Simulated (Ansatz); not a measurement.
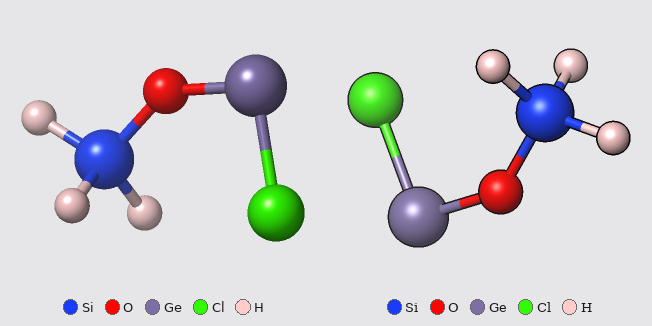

Both panels show the same species.

The geometry was computed by an optimisation with PBE0-D4/def2-TZVP.

> Give the formula.

ClGeH3OSi, 7 atoms: 1 chlorine, 1 germanium, 3 hydrogen, 1 oxygen and 1 silicon.

> What is its SMILES?

[SiH3][O][Ge][Cl]

> Name functional groups in it.

Among them: Si–H bond, Si–O bond.

> Which point group does it belong to?

Cs.

More results for the same structure follow; atom numbers are the same in all pictures, views and colours differ.

**Shape**

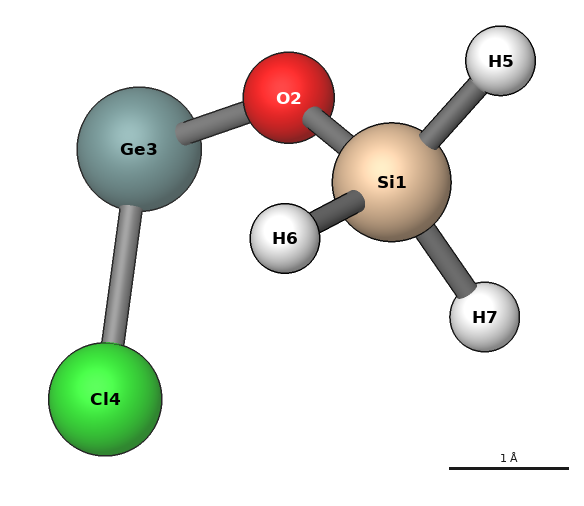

The atoms are numbered.

List the bonds and their lengths.

| bond | length (Å) |
| --- | --- |
| Si1–O2 | 1.655 |
| Si1–H5 | 1.484 |
| Si1–H6 | 1.484 |
| Si1–H7 | 1.484 |
| O2–Ge3 | 1.768 |
| Ge3–Cl4 | 2.210 |

**Vibrations**

Harmonic vibrations computed with RKS PBE0-D4/def2-TZVP (Ansatz 0.2.0) at a stationary point of the same level.

> List the wavenumbers.

15 modes: 82, 93, 110, 235, 377, 511, 722, 727, 946, 951, 957, 995, 2234, 2238, 2239 cm⁻¹.

**Dipole moment**

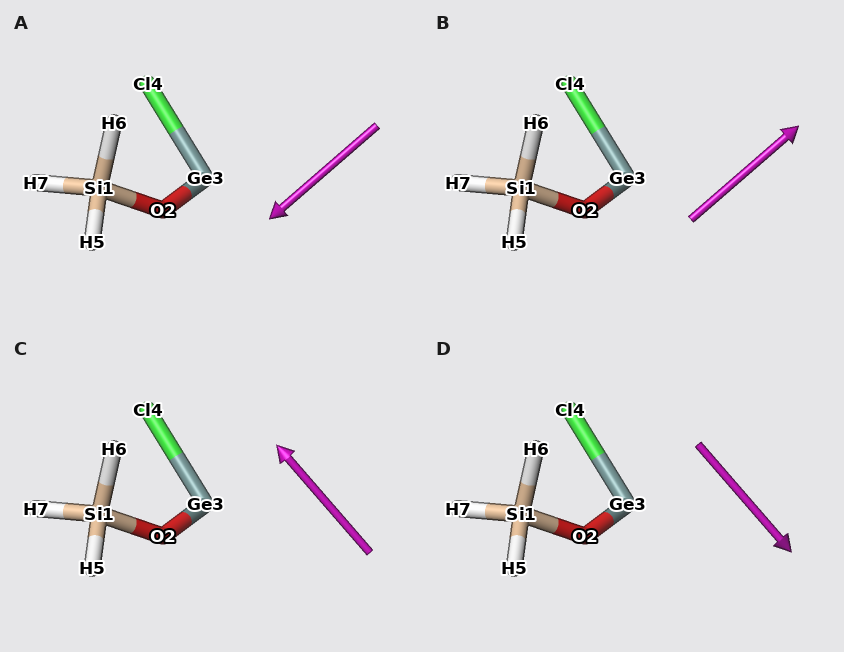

The same molecule four times, each with an arrow. Properties computed with RKS PBE0-D4/def2-TZVP (Ansatz 0.2.0).

> Which arrow points along the dipole moment, from the negative to the positive end?

D. The dipole moment is 1.46 D; it points from the side of Cl4, H6, H7 to the side of Ge3 (the outermost atoms at the two ends).

**Electronic properties**

Level of theory: RKS r2SCANh-D4/def2-TZVPP (Ansatz 0.2.0).

What does the calculation give?

- HOMO energy (Kohn–Sham orbital): −7.72 eV
- LUMO energy (Kohn–Sham orbital): −2.97 eV
- HOMO–LUMO gap: 4.75 eV
- dispersion correction: −4.8 kJ/mol

**Thermal motion**

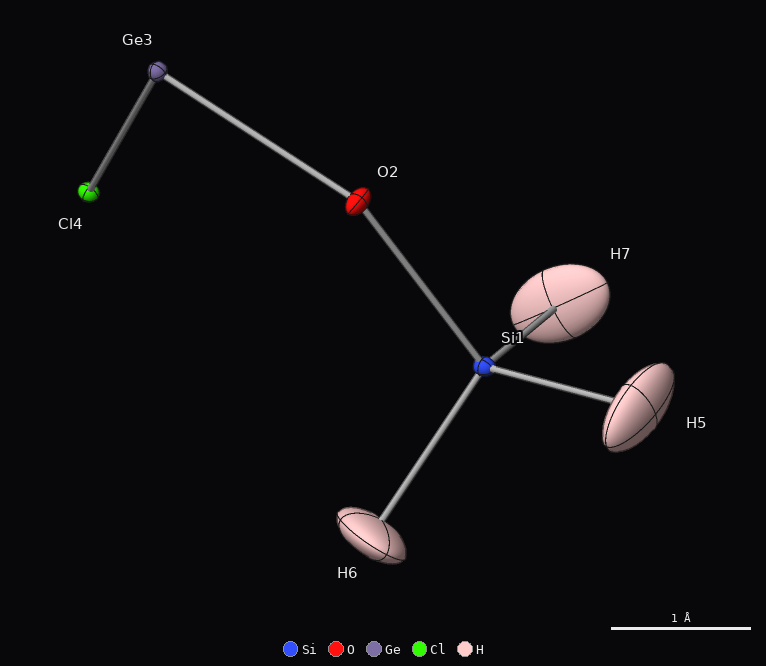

Displacement ellipsoids at the 50 % level, from the internal vibrations of the free molecule (harmonic, no overall translation or rotation; no half-axis is drawn under 0.075 Å). Vibrations computed with RKS PBE0-D4/def2-TZVP (Ansatz 0.2.0). Temperature: 0 K (zero-point motion alone).

> Which atom has the largest mean-square displacement?

H6, H7, with U_eq = 0.0374 Å².

> Does H6 move more along its bond or across it?

Across it: the root-mean-square amplitude is 0.089 Å along the bond and up to 0.272 Å across, since bending and torsion are softer than stretching.

List U_eq and the three principal root-mean-square amplitudes for each kind of atom.

```tsv
atom	U_eq (Å²)	rms amplitudes (Å)
Si1	0.0015	0.021, 0.025, 0.057
O2	0.0037	0.033, 0.056, 0.082
Ge3	0.00028	0.014, 0.015, 0.021
Cl4	0.0013	0.016, 0.029, 0.053
H5	0.0346	0.100, 0.158, 0.263
H6, H7	0.0374	0.088, 0.175, 0.272
```
